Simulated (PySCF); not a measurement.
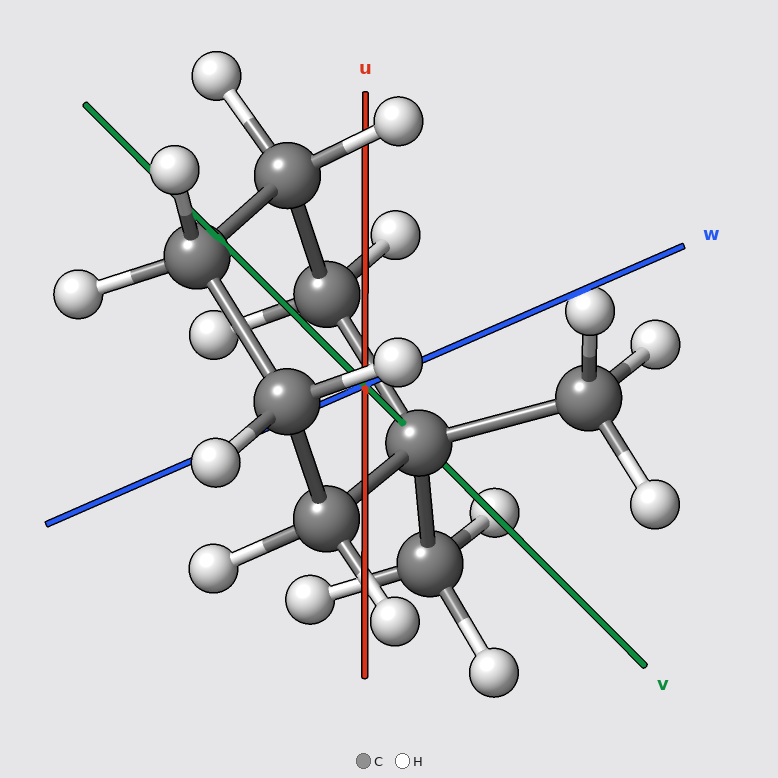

The lines u, v and w are the principal axes of the static dipole polarisability. The geometry was computed by an optimisation with PBE0-D3(BJ)/def2-SVP. No frequency run is at hand to confirm it as a minimum. Level of theory: PBE0/def2-SVPD (PySCF 2.14.0).

### Along which axis is the molecule most polarisable, and along which least?

Most along v, least along w.

### Give the three principal values.

u 92.1, v 101.9, w 87.9 bohr³; mean 93.9, anisotropy 12.4 bohr³.
